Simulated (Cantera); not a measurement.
Input: 1 mol SiF4, a varied amount of C3H8, 45 mol H2, equilibrated at 1098.15 K and 0.340 bar.

These are equilibrium values from Cantera (NASA tables, ideal gas, pure condensed phases), not measurements of a reactor. Candidate condensed phases: C, C6H6, C7H8, C8H18, Si, SiC; 113 gas species. The tables' values for SiF3 are old estimates; treat these amounts as uncertain. Kinetics and transport are ignored.

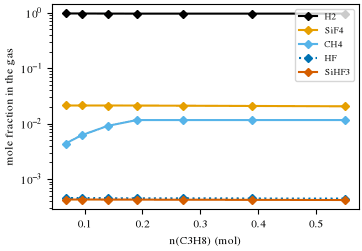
Equilibrium gas composition (values under 1e-9 drawn at 1e-9)

From 0.067 mol C3H8 to 0.14 mol C3H8 nothing is condensed. From 0.19 mol C3H8 to 0.55 mol C3H8 the condensed part is C(graphite). The main Si-bearing gas is SiF4 throughout.
